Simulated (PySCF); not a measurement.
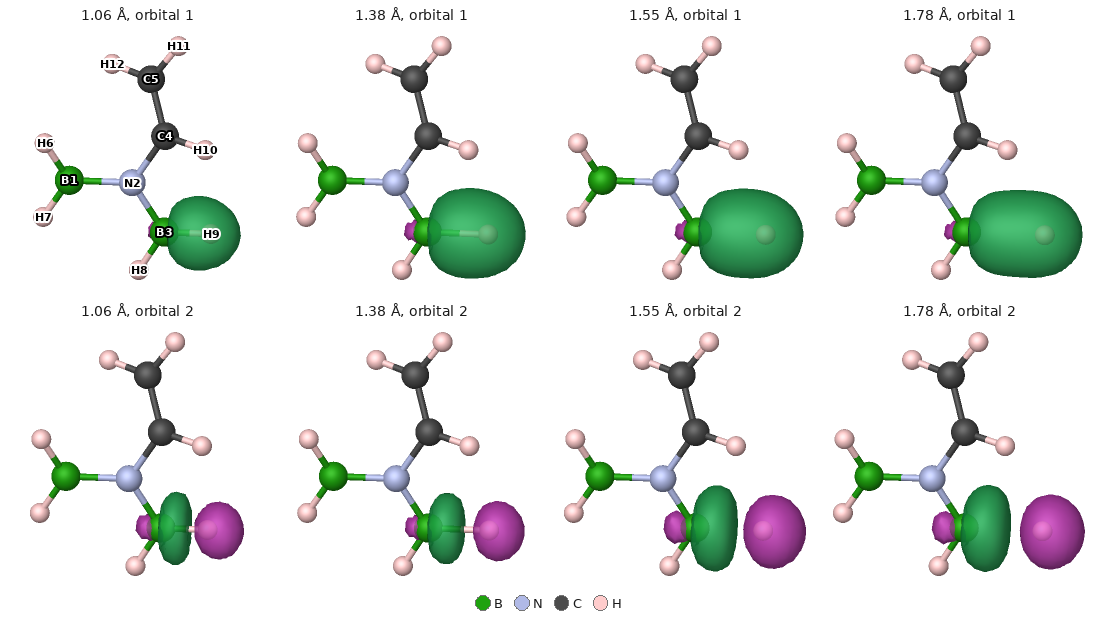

*C2H7B2N, SMILES `BN(B)C=C`. Rigid stretch of the B3–H9 bond. The two CASSCF(2,2) natural orbitals nearest half filling (orbital 1 the more occupied).*

Computed with PySCF, 6-31+G* basis, geometry: GFN2-xTB. No frequency check shows the geometry to be a minimum.

Q: How do the occupations change along the stretch?

A: 1.06 Å: 1.99 and 0.01; 1.38 Å: 1.97 and 0.03; 1.55 Å: 1.96 and 0.04; 1.78 Å: 1.93 and 0.07. At the longest distance computed (3.22 Å) they are 1.37 and 0.63, and the effective number of unpaired electrons is 1.5.

Q: Where does the UHF solution part from RHF?

A: Between 1.78 Å (⟨S²⟩ = 0, the two coincide) and 2.07 Å (⟨S²⟩ = 0.35); at 3.22 Å ⟨S²⟩ is 0.97 and UHF lies 2.5 eV below RHF.

Q: How much energy does the stretch cost?

A: By CASSCF, 4.1 eV from the lowest point of the scan (1.26 Å) to 3.22 Å; RHF gives 6.4 eV from its own lowest point. The fragments aren't relaxed and dynamic correlation is missing, so this isn't a bond dissociation energy.
